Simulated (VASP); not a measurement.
# Ta(110) over its thickness, part 5 of 7

Aim: follow surface energy, work function and relaxation of Ta(110) with the number of layers.

VASP 6.6.1; PBE; plane waves and PAW (Ta).

So far. Step 12 (Surface relaxation, layers 8): The run ended after 16 ionic steps, 0.064 eV below its first step, once the forces on the free atoms met EDIFFG = -0.01. Step 13 (The vacuum level, layers 8): The vacuum level lies 4.72 eV above the Fermi level at the upper face; both faces agree, as the slab has next to no dipole.

## 14. Relaxing the slab, layers 9

System of this step: Ta(110). The cell holds 9 atoms: 9 Ta. Its edges and angles: a = 3.310 Å, b = 2.867 Å, c = 33.724 Å, α = 90.0°, β = 90.0°, γ = 54.7°. It derives from Ta. 9 layers of bcc Ta, cut at this functional's lattice. Vacuum lies along c.

INCAR reads:

```
SYSTEM = Ta
PREC = Normal
ENCUT = 320
EDIFF = 1E-06
NELM = 120
ISMEAR = 1
SIGMA = 0.15
LREAL = .FALSE.
ALGO = Fast
GGA = PE
NBANDS = 31
LASPH = .TRUE.
LORBIT = 11
LWAVE = .FALSE.
LCHARG = .FALSE.
KPAR = 4
IBRION = 2
NSW = 50
ISIF = 2
EDIFFG = -0.01
POTIM = 0.4
MAXMIX = 40
```

POSCAR reads:

```
Ta
1.0
    3.3100000000      0.0000000000      0.0000000000
    1.6550000000      2.3405234457      0.0000000000
    0.0000000000      0.0000000000     33.7241875658
Ta
9
Direct
    0.0000000000      0.0000000000      0.2223923100
    0.5000000000      0.0000000000      0.2917942300
    0.0000000000      0.0000000000      0.3611961600
    0.5000000000      0.0000000000      0.4305980800
    0.0000000000      0.0000000000      0.5000000000
    0.5000000000      0.0000000000      0.5694019200
    0.0000000000      0.0000000000      0.6388038400
    0.5000000000      0.0000000000      0.7082057700
    0.0000000000      0.0000000000      0.7776076900
```

KPOINTS reads:

```
Automatic mesh
0
Gamma
14 14 1
0 0 0
```

PAW data sets: Ta (PBE family, release 64).

The run is started by

```
$ mpirun -np 4 vasp_std
```

Log:

```text
[banner, memory and clock lines left out]
running    4 mpi-ranks, on    1 nodes
[...]
LDA part: xc-table for (Slater+PW92), standard interpolation
 POSCAR, INCAR and KPOINTS ok, starting setup
[...]
entering main loop
       N       E                     dE             d eps       ncg     rms          rms(c)
DAV:   1     0.933749828779E+02    0.93375E+02   -0.12881E+04  3566   0.784E+02
DAV:   2    -0.941880475053E+02   -0.18756E+03   -0.17542E+03  4843   0.168E+02
DAV:   3    -0.111001212047E+03   -0.16813E+02   -0.15750E+02  5099   0.483E+01
DAV:   4    -0.111936204239E+03   -0.93499E+00   -0.91175E+00  5709   0.108E+01
[...]
RMM:  30    -0.104416646223E+03   -0.64677E-05   -0.77529E-07  2212   0.308E-03    0.137E-03
RMM:  31    -0.104416647259E+03   -0.10357E-05   -0.23346E-07  1984   0.208E-03    0.933E-04
RMM:  32    -0.104416647645E+03   -0.38637E-06   -0.93594E-08  1714   0.166E-03
   1 F= -.10441665E+03 E0= -.10442109E+03  d E =-.104417E+03
[... from here on, the cycles between the ionic steps are left out ...]
   2 F= -.10444831E+03 E0= -.10445268E+03  d E =-.316671E-01
   3 F= -.10447249E+03 E0= -.10447679E+03  d E =-.558392E-01
   4 F= -.10447260E+03 E0= -.10447695E+03  d E =-.559515E-01
   5 F= -.10447600E+03 E0= -.10448047E+03  d E =-.340148E-02
   6 F= -.10447829E+03 E0= -.10448291E+03  d E =-.569571E-02
   7 F= -.10447834E+03 E0= -.10448298E+03  d E =-.574256E-02
   8 F= -.10447892E+03 E0= -.10448356E+03  d E =-.577916E-03
   9 F= -.10447912E+03 E0= -.10448373E+03  d E =-.782358E-03
  10 F= -.10447913E+03 E0= -.10448375E+03  d E =-.790654E-03
  11 F= -.10447939E+03 E0= -.10448398E+03  d E =-.253965E-03
  12 F= -.10448001E+03 E0= -.10448454E+03  d E =-.873519E-03
  13 F= -.10448061E+03 E0= -.10448501E+03  d E =-.147907E-02
  14 F= -.10448063E+03 E0= -.10448498E+03  d E =-.149463E-02
  15 F= -.10448028E+03 E0= -.10448455E+03  d E =0.347759E-03
  16 F= -.10448070E+03 E0= -.10448504E+03  d E =-.763656E-04
[...]
reached required accuracy - stopping structural energy minimisation
```

Wall time 5.7 min (4 MPI ranks of Intel Xeon 6975P-C (Granite Rapids), shared host); peak memory 1.2 GiB.

From OUTCAR (step 14):

```text
  Total       -3.1020209     -3.3559632     -0.3513509      0.0000000      0.0000000      0.0000000
  in kB      -19.0227285    -20.5799961     -2.1546125      0.0000000      0.0000000      0.0000000
  external PRESSURE =     -13.9191124 kB  Pullay stress =       0.0000000 kB

 POSITION                                       TOTAL-FORCE (eV/Angst)
 -----------------------------------------------------------------------------------
      0.00000      0.00000      7.61046         0.000000      0.000000     -0.002381
      1.65500      0.00000      9.83553        -0.000000      0.000000      0.003001
      0.00000      0.00000     12.17608         0.000000     -0.000000      0.000098
      1.65500      0.00000     14.51732        -0.000000      0.000000     -0.002033
      0.00000      0.00000     16.86209         0.000000      0.000000      0.000000
      1.65500      0.00000     19.20687         0.000000      0.000000      0.002033
      0.00000      0.00000     21.54811         0.000000      0.000000     -0.000098
      1.65500      0.00000     23.88866        -0.000000      0.000000     -0.003001
      0.00000      0.00000     26.11373         0.000000     -0.000000      0.002381
 -----------------------------------------------------------------------------------
    total drift:                               -0.000000      0.000000      0.000000

  FREE ENERGIE OF THE ION-ELECTRON SYSTEM (eV)
  ---------------------------------------------------
  free  energy   TOTEN  =      -104.4807033333 eV

  energy  without entropy=     -104.4937050852  energy(sigma->0) =     -104.48503725

[... 1 part as in an earlier step ...]

[... 3 further parts left out ...]
[key lines of the parts left out:]
E-fermi :   1.9107
```

The run ended after 16 ionic steps, 0.064 eV below its first step, once the forces on the free atoms met EDIFFG = -0.01.

## 15. The vacuum level, layers 9

INCAR: that of step 14 with these lines changed.

```diff
@@ -16,7 +16,6 @@
 KPAR = 4
-IBRION = 2
-NSW = 50
-ISIF = 2
-EDIFFG = -0.01
-POTIM = 0.4
-MAXMIX = 40
+IDIPOL = 3
+LDIPOL = .TRUE.
+DIPOL = 0.5 0.5 0.5
+LVHAR = .TRUE.
+LVACPOTAV = .TRUE.
```

POSCAR reads:

```
Ta
1.0
    3.3100000000      0.0000000000      0.0000000000
    1.6550000000      2.3405234457      0.0000000000
    0.0000000000      0.0000000000     33.7241875658
Ta
9
Direct
    0.0000000000      0.0000000000      0.2256677221
    0.5000000000      0.0000000000      0.2916461540
    0.0000000000      0.0000000000      0.3610489442
    0.5000000000      0.0000000000      0.4304721101
    0.0000000000      0.0000000000      0.5000000000
    0.5000000000      0.0000000000      0.5695278899
    0.0000000000      0.0000000000      0.6389510558
    0.5000000000      0.0000000000      0.7083538460
    0.0000000000      0.0000000000      0.7743322779
```

KPOINTS is that of step 14.

The run is started by

```
$ mpirun -np 4 vasp_std
```

Log:

```text
[... set-up lines as in an earlier step ...]
 entering main loop
       N       E                     dE             d eps       ncg     rms          rms(c)
DAV:   1     0.959492796509E+02    0.95949E+02   -0.12912E+04  3566   0.784E+02
DAV:   2    -0.940058022193E+02   -0.18996E+03   -0.17774E+03  4851   0.169E+02
DAV:   3    -0.110752888554E+03   -0.16747E+02   -0.15668E+02  5018   0.487E+01
DAV:   4    -0.111765665719E+03   -0.10128E+01   -0.99260E+00  5821   0.112E+01
[...]
RMM:  29    -0.104480696355E+03   -0.88856E-05   -0.76880E-07  2457   0.295E-03    0.946E-04
RMM:  30    -0.104480700942E+03   -0.45869E-05   -0.34159E-07  2055   0.196E-03    0.713E-04
RMM:  31    -0.104480703253E+03   -0.23118E-05   -0.20583E-07  1605   0.153E-03    0.537E-04
WARNING in EDDRMM: call to ZHEGV failed, returncode =   8  4     29
RMM:  32    -0.104480703647E+03   -0.39321E-06   -0.90215E-08  1299   0.133E-03
 [... a notice as in an earlier step ...]

   1 F= -.10448070E+03 E0= -.10448504E+03  d E =0.130010E-01
```

The job ended after 66 s (4 MPI ranks; peak memory 1.1 GiB).

From OUTCAR (step 15):

```text
  Total       -3.1038065     -3.3574090     -0.3523790     -0.0000000      0.0000000      0.0000000
  in kB      -19.0336790    -20.5888620     -2.1609174     -0.0000000      0.0000000      0.0000000
  external PRESSURE =     -13.9278195 kB  Pullay stress =       0.0000000 kB

 POSITION                                       TOTAL-FORCE (eV/Angst)
 -----------------------------------------------------------------------------------
      0.00000      0.00000      7.61046         0.000000      0.000000     -0.002337
      1.65500      0.00000      9.83553        -0.000000      0.000000      0.002123
      0.00000      0.00000     12.17608         0.000000      0.000000      0.000535
      1.65500      0.00000     14.51732         0.000000      0.000000     -0.002290
      0.00000      0.00000     16.86209         0.000000      0.000000      0.000000
      1.65500      0.00000     19.20687         0.000000      0.000000      0.002290
      0.00000      0.00000     21.54811        -0.000000     -0.000000     -0.000535
      1.65500      0.00000     23.88866        -0.000000      0.000000     -0.002123
      0.00000      0.00000     26.11373         0.000000      0.000000      0.002337
 -----------------------------------------------------------------------------------
    total drift:                               -0.000000     -0.000000     -0.000000

  FREE ENERGIE OF THE ION-ELECTRON SYSTEM (eV)
  ---------------------------------------------------
  free  energy   TOTEN  =      -104.4807036466 eV

  energy  without entropy=     -104.4937046735  energy(sigma->0) =     -104.48503732

[... 2 parts as in an earlier step ...]

[... 1 further part left out ...]
[key lines of the parts left out:]
E-fermi :   1.9106
```

The planar average of the electrostatic potential oscillates, so the rows of the table below give means over windows of 2.36 Å about each position, cut where the curve ends. Its maxima inside the range that stand out by 2 % of the span (Å: eV): 8.8: -2.31, 11.0: -1.31, 13.4: -1.30, 15.7: -1.33, 18.0: -1.33, 20.3: -1.30, 22.7: -1.31, 25.0: -2.31. Its minima: 7.6: -9.89, 9.9: -9.76, 12.1: -9.68, 14.5: -9.72, 16.9: -9.72, 19.2: -9.72, 21.6: -9.68, 23.8: -9.76, 26.1: -9.89.

Zero at the Fermi level. The planar average of the electrostatic potential by height; means over each step:

```
height (Å)  planar average of the electrostatic potential (eV)
      1.18                                                4.73
      3.54                                                4.72
      5.90                                                1.71
      8.26                                               -6.32
     10.62                                               -5.75
     12.98                                               -5.71
     15.34                                               -5.71
     17.70                                               -5.71
     20.06                                               -5.72
     22.42                                               -5.73
     24.78                                               -6.35
     27.14                                               -2.24
     29.50                                                4.66
     31.86                                                4.73
```

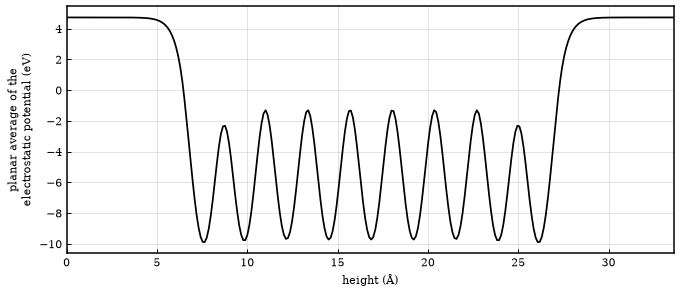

Planar average of the electrostatic potential, plotted against height.

The vacuum level lies 4.73 eV above the Fermi level at the upper face; both faces agree, as the slab has next to no dipole.

The program found no field-free point at its default tolerance, but its printed level agrees with the flat part of the planar average.

## 16. Relaxing the slab, layers 10

System of this step: Ta(110). The cell holds 10 atoms: 10 Ta. Cell: a = 3.310 Å, b = 2.867 Å, c = 36.065 Å, α = 90.0°, β = 90.0°, γ = 54.7°. It derives from Ta. 10 layers of bcc Ta, cut at this functional's lattice. Vacuum lies along c.

INCAR reads:

```
SYSTEM = Ta
PREC = Normal
ENCUT = 320
EDIFF = 1E-06
NELM = 120
ISMEAR = 1
SIGMA = 0.15
LREAL = .FALSE.
ALGO = Fast
GGA = PE
NBANDS = 35
LASPH = .TRUE.
LORBIT = 11
LWAVE = .FALSE.
LCHARG = .FALSE.
KPAR = 4
IBRION = 2
NSW = 50
ISIF = 2
EDIFFG = -0.01
POTIM = 0.4
MAXMIX = 40
```

POSCAR reads:

```
Ta
1.0
    3.3100000000      0.0000000000      0.0000000000
    1.6550000000      2.3405234457      0.0000000000
    0.0000000000      0.0000000000     36.0647110115
Ta
10
Direct
    0.5000000000      0.0000000000      0.2079595200
    0.0000000000      0.0000000000      0.2728574000
    0.5000000000      0.0000000000      0.3377552900
    0.0000000000      0.0000000000      0.4026531700
    0.5000000000      0.0000000000      0.4675510600
    0.0000000000      0.0000000000      0.5324489400
    0.5000000000      0.0000000000      0.5973468300
    0.0000000000      0.0000000000      0.6622447100
    0.5000000000      0.0000000000      0.7271426000
    0.0000000000      0.0000000000      0.7920404800
```

KPOINTS is that of step 15.

The run is started by

```
$ mpirun -np 4 vasp_std
```

Log:

```text
[banner, memory and clock lines left out]
running    4 mpi-ranks, on    1 nodes
[...]
LDA part: xc-table for (Slater+PW92), standard interpolation
 POSCAR, INCAR and KPOINTS ok, starting setup
[...]
entering main loop
       N       E                     dE             d eps       ncg     rms          rms(c)
DAV:   1     0.986956823658E+02    0.98696E+02   -0.14585E+04  4014   0.786E+02
DAV:   2    -0.104773307637E+03   -0.20347E+03   -0.18842E+03  5333   0.167E+02
DAV:   3    -0.123333722590E+03   -0.18560E+02   -0.17529E+02  5830   0.472E+01
DAV:   4    -0.124382619220E+03   -0.10489E+01   -0.10230E+01  6393   0.108E+01
[...]
RMM:  32    -0.116279654428E+03   -0.41321E-05   -0.29173E-07  2339   0.186E-03    0.918E-04
RMM:  33    -0.116279656217E+03   -0.17896E-05   -0.18824E-07  2067   0.158E-03    0.846E-04
RMM:  34    -0.116279657148E+03   -0.93014E-06   -0.44733E-08  1527   0.124E-03
   1 F= -.11627966E+03 E0= -.11628351E+03  d E =-.116280E+03
[... from here on, the cycles between the ionic steps are left out ...]
   2 F= -.11631292E+03 E0= -.11631687E+03  d E =-.332581E-01
   3 F= -.11633899E+03 E0= -.11634354E+03  d E =-.593357E-01
   4 F= -.11633905E+03 E0= -.11634365E+03  d E =-.593936E-01
   5 F= -.11634242E+03 E0= -.11634718E+03  d E =-.337029E-02
   6 F= -.11634496E+03 E0= -.11634993E+03  d E =-.590772E-02
   7 F= -.11634505E+03 E0= -.11635006E+03  d E =-.600336E-02
   8 F= -.11634581E+03 E0= -.11635077E+03  d E =-.752741E-03
   9 F= -.11634612E+03 E0= -.11635102E+03  d E =-.106763E-02
  10 F= -.11634630E+03 E0= -.11635119E+03  d E =-.179041E-03
  11 F= -.11634671E+03 E0= -.11635156E+03  d E =-.587694E-03
  12 F= -.11634698E+03 E0= -.11635174E+03  d E =-.854303E-03
  13 F= -.11634706E+03 E0= -.11635182E+03  d E =-.839577E-04
  14 F= -.11634727E+03 E0= -.11635200E+03  d E =-.292293E-03
  15 F= -.11634750E+03 E0= -.11635218E+03  d E =-.527726E-03
  16 F= -.11634753E+03 E0= -.11635218E+03  d E =-.551556E-03
  17 F= -.11634755E+03 E0= -.11635221E+03  d E =-.241552E-04
 trial-energy change:   -0.000024  1 .order   -0.000027   -0.000032   -0.000022
 step:   2.7666(harm=  2.7666)  dis= 0.00204  next Energy=  -116.347576 (dE=-0.483E-04)
 reached required accuracy - stopping structural energy minimisation
```

The job ended after 6.8 min (4 MPI ranks; peak memory 1.3 GiB; 27 min of CPU time).

Parts of OUTCAR (step 16):

```text
  Total       -2.7978821     -3.4968692     -0.3509877      0.0000000      0.0000000      0.0000000
  in kB      -16.0441440    -20.0524074     -2.0126999      0.0000000      0.0000000      0.0000000
  external PRESSURE =     -12.7030838 kB  Pullay stress =       0.0000000 kB

 POSITION                                       TOTAL-FORCE (eV/Angst)
 -----------------------------------------------------------------------------------
      1.65500      0.00000      7.61578         0.000000      0.000000     -0.007826
      0.00000      0.00000      9.83738        -0.000000      0.000000     -0.000731
      1.65500      0.00000     12.17729        -0.000000      0.000000      0.006744
      3.31000      0.00000     14.51676         0.000000      0.000000     -0.003279
      1.65500      0.00000     16.86055        -0.000000      0.000000      0.009894
      0.00000      0.00000     19.20416        -0.000000      0.000000     -0.009894
      1.65500      0.00000     21.54795        -0.000000      0.000000      0.003279
      0.00000      0.00000     23.88742        -0.000000      0.000000     -0.006744
      1.65500      0.00000     26.22733        -0.000000      0.000000      0.000731
      0.00000      0.00000     28.44893         0.000000      0.000000      0.007826
 -----------------------------------------------------------------------------------
    total drift:                                0.000000     -0.000000      0.000000

  FREE ENERGIE OF THE ION-ELECTRON SYSTEM (eV)
  ---------------------------------------------------
  free  energy   TOTEN  =      -116.3475517053 eV

  energy  without entropy=     -116.3615158713  energy(sigma->0) =     -116.35220643

[... 1 part as in an earlier step ...]

[... 3 further parts left out ...]
[key lines of the parts left out:]
E-fermi :   2.1479
```

The run ended after 17 ionic steps, 0.068 eV below its first step, once the forces on the free atoms met EDIFFG = -0.01.

## 17. The vacuum level, layers 10

INCAR: that of step 16 with these lines changed.

```diff
@@ -16,7 +16,6 @@
 KPAR = 4
-IBRION = 2
-NSW = 50
-ISIF = 2
-EDIFFG = -0.01
-POTIM = 0.4
-MAXMIX = 40
+IDIPOL = 3
+LDIPOL = .TRUE.
+DIPOL = 0.5 0.5 0.5
+LVHAR = .TRUE.
+LVACPOTAV = .TRUE.
```

POSCAR reads:

```
Ta
1.0
    3.3100000000      0.0000000000      0.0000000000
    1.6550000000      2.3405234457      0.0000000000
    0.0000000000      0.0000000000     36.0647110115
Ta
10
Direct
    0.5000000000      0.0000000000      0.2111697880
    0.0000000000      0.0000000000      0.2727702687
    0.5000000000      0.0000000000      0.3376512023
    0.0000000000      0.0000000000      0.4025198570
    0.5000000000      0.0000000000      0.4675081818
    0.0000000000      0.0000000000      0.5324918182
    0.5000000000      0.0000000000      0.5974801430
    0.0000000000      0.0000000000      0.6623487977
    0.5000000000      0.0000000000      0.7272297313
    0.0000000000      0.0000000000      0.7888302120
```

KPOINTS is that of step 16.

The run is started by

```
$ mpirun -np 4 vasp_std
```

Log:

```text
[... set-up lines as in an earlier step ...]
 entering main loop
       N       E                     dE             d eps       ncg     rms          rms(c)
DAV:   1     0.101419749391E+03    0.10142E+03   -0.14616E+04  4014   0.787E+02
DAV:   2    -0.104443968979E+03   -0.20586E+03   -0.19059E+03  5330   0.168E+02
DAV:   3    -0.123121239106E+03   -0.18677E+02   -0.17642E+02  5781   0.475E+01
DAV:   4    -0.124180984514E+03   -0.10597E+01   -0.10356E+01  6412   0.109E+01
[...]
RMM:  33    -0.116347551621E+03   -0.11538E-05   -0.14665E-07  1838   0.139E-03    0.766E-04
RMM:  34    -0.116347552670E+03   -0.10493E-05   -0.97320E-08  1545   0.122E-03    0.569E-04
RMM:  35    -0.116347552780E+03   -0.10990E-06   -0.34433E-08  1170   0.106E-03
 [... a notice as in an earlier step ...]

   1 F= -.11634755E+03 E0= -.11635221E+03  d E =0.139613E-01
```

Run time: 82 s. Hardware: 4 MPI ranks; peak memory 1.3 GiB; 5.4 min of CPU time.

OUTCAR, selected parts (step 17):

```text
  Total       -2.8000324     -3.5000869     -0.3557721      0.0000000      0.0000000      0.0000000
  in kB      -16.0564743    -20.0708590     -2.0401357      0.0000000      0.0000000      0.0000000
  external PRESSURE =     -12.7224897 kB  Pullay stress =       0.0000000 kB

 POSITION                                       TOTAL-FORCE (eV/Angst)
 -----------------------------------------------------------------------------------
      1.65500      0.00000      7.61578         0.000000      0.000000     -0.007875
      0.00000      0.00000      9.83738         0.000000      0.000000     -0.001292
      1.65500      0.00000     12.17729         0.000000      0.000000      0.006546
      0.00000      0.00000     14.51676         0.000000      0.000000     -0.003778
      1.65500      0.00000     16.86055         0.000000      0.000000      0.010399
      0.00000      0.00000     19.20416         0.000000      0.000000     -0.010399
      1.65500      0.00000     21.54795         0.000000      0.000000      0.003778
      0.00000      0.00000     23.88742         0.000000      0.000000     -0.006546
      1.65500      0.00000     26.22733        -0.000000      0.000000      0.001292
      0.00000      0.00000     28.44893        -0.000000      0.000000      0.007875
 -----------------------------------------------------------------------------------
    total drift:                                0.000000     -0.000000      0.000000

  FREE ENERGIE OF THE ION-ELECTRON SYSTEM (eV)
  ---------------------------------------------------
  free  energy   TOTEN  =      -116.3475527801 eV

  energy  without entropy=     -116.3615140688  energy(sigma->0) =     -116.35220654

[... 2 parts as in an earlier step ...]

[... 1 further part left out ...]
[key lines of the parts left out:]
E-fermi :   2.1487
```

The vacuum level lies 4.74 eV above the Fermi level at the upper face; both faces agree, as the slab has next to no dipole.

The program found no field-free point at its default tolerance, but its printed level agrees with the flat part of the planar average.

(Part 5 of 7 ends here.)

[Lines on the potential files, build, host, timing and source positions are cut from VASP's logs without a mark.]

[Logs are printed without paths, hosts, clocks, repeated set-up lines and the standing remarks that a program may print on its own settings, such as how far it seeks lower states.]

[Hosts, paths, dates, database ids (printed as entryN), source tags and the programs' standing remarks are cut or masked in the printed files.]

[Runs that stopped without an error message from VASP are left out.]
